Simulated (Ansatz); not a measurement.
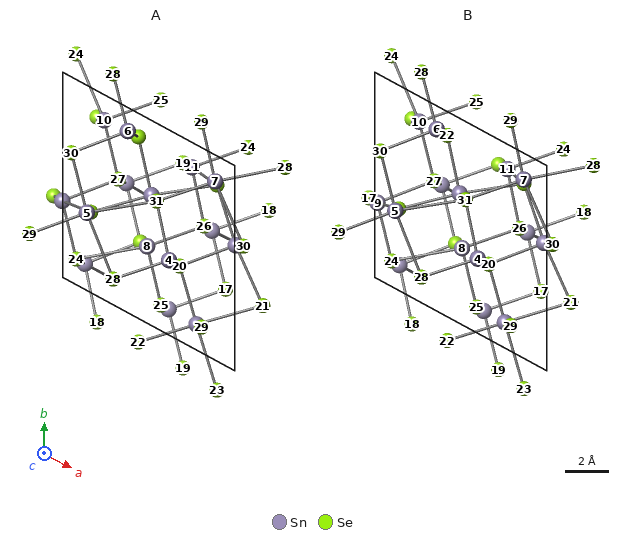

Two geometries of a defect cell of composition Sn₁₅Se₁₆ (cell charge −1), drawn at one scale. One is the start of a relaxation, the other its converged end. The picture is a ball-and-stick view of the cell of the calculation, seen along the c axis.

All numbers below come from Ansatz 0.2.0, DFT PBE, scalar-relativistic, plane waves, PAW. (plane-wave cutoff 420 eV; k-point mesh 2 × 2 × 2; occupations gaussian; smearing width 0.01 eV; collinear spin; atoms relaxed in a fixed cell; force threshold 0.025 eV/Å; at most 45 steps)

> Which one is relaxed?

Structure A is the relaxed one. Case: Sn vacancy (site c), charge -1, atoms relaxed at the host's cell. The largest moves, 0.25 Å, are those of Se atoms. Largest moves by element: Se 0.25 Å, Sn 0.20 Å. The cell stays as it was. Near-neighbour distances that change, for instance: Se–Sn 3.210 → 3.390 Å, Se–Sn 3.348 → 3.476 Å, Se–Sn 3.219 → 3.293 Å, Se–Sn 3.037 → 3.089 Å. Among the angles between lasting bonds that change: Sn–Se–Sn 97.9° → 100.7°, Se–Sn–Se 174.5° → 171.8°, Sn–Se–Sn 99.0° → 101.6°. After 4 geometry steps the energy has fallen by 99.1 meV per cell of the calculation. The largest force component goes from 0.16 to 0.02 eV/Å. The program noted that the starting moments weren't kept. Cost: 4.6 min on 4 threads of Intel(R) Xeon(R) 6975P-C (Granite Rapids) (shared host), peak memory 5.7 GiB.

Limits of the set-up: the cell is charged, on a uniform background, and energies carry no finite-size correction.
